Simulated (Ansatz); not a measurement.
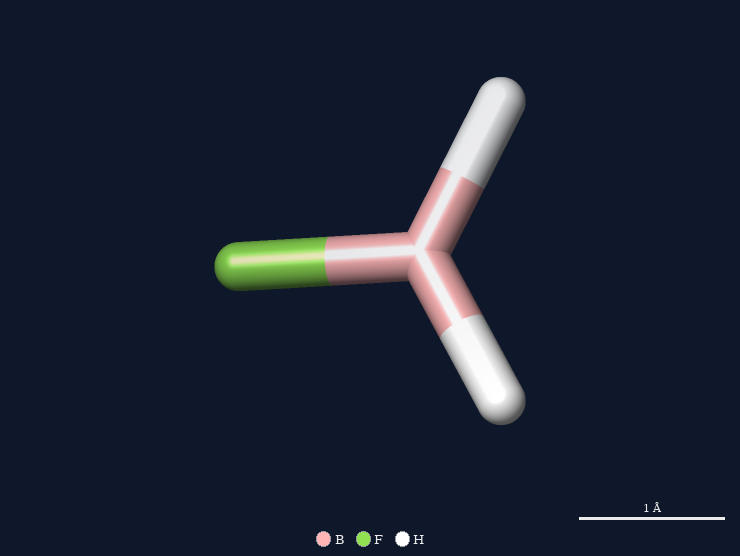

The picture shows a molecular structure as a stick model. Every bond is drawn as one stick, whatever its order.

> Count the atoms of each element.

BFH₂, 4 atoms: 1 boron, 1 fluorine and 2 hydrogen.

> Count the bonded pairs by element.

2 B–H, 1 B–F. Sticks follow a distance rule.

The parts below concern this one geometry. Atoms keep their numbers from picture to picture. The computed structure is the end point of a PBE0-D4/def2-TZVP optimisation.

## Symmetry

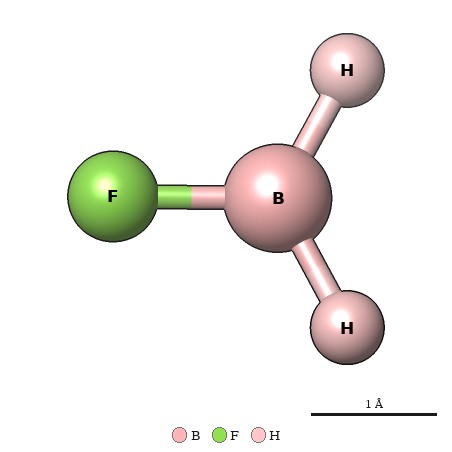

Depth is shown by fading: the farther an atom, the more it takes the colour of the background. Masses are those of the most abundant isotopes; constants are for the rigid equilibrium geometry.

> What kind of rotor is it, and what are its rotational constants in GHz?

An asymmetric top (C2v): A = 223, B = 32.1, C = 28.1 GHz. Ray's parameter κ is −0.96, close to the prolate limit.

## Charges

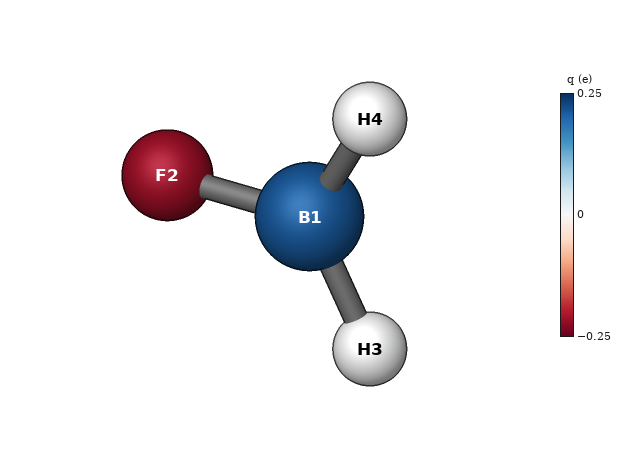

Atoms are coloured by their Mulliken charges. Properties computed with RKS PBE0-D4/def2-TZVP (Ansatz 0.2.0).

Give the Mulliken charges atom by atom.

```csv
atom,value (e)
B1,0.21
F2,−0.21
H3,0.00
H4,0.00
```

## Electronic properties

Method: RKS PBE0-D4/def2-TZVPP (Ansatz 0.2.0).

> Give the HOMO energy (Kohn–Sham orbital) at this level.

−9.32 eV.

> Give the HOMO–LUMO gap at this level.

8.16 eV.

## Thermal motion

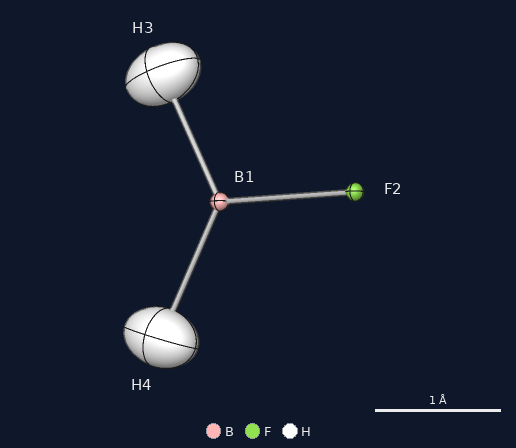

Displacement ellipsoids at the 50 % level, enlarged 2 times, from the internal vibrations of the free molecule (harmonic, no overall translation or rotation; no half-axis is drawn under 0.075 Å). Vibrations computed with RKS PBE0-D4/def2-TZVP (Ansatz 0.2.0). Temperature: 200 K.

> Which atom moves most?

H3, H4, with U_eq = 0.0081 Å².

> Does H3 move more along its bond or across it?

Across it: the root-mean-square amplitude is 0.079 Å along the bond and up to 0.112 Å across, since bending and torsion are softer than stretching.

List U_eq and the three principal root-mean-square amplitudes for each kind of atom.

```csv
atom,U_eq (Å²),rms amplitudes (Å)
B1,0.00050,"0.019, 0.020, 0.027"
F2,0.00012,"0.003, 0.007, 0.017"
"H3, H4",0.0081,"0.075, 0.078, 0.112"
```

Mulliken values depend strongly on the basis set and can even reverse the polarity of a bond.
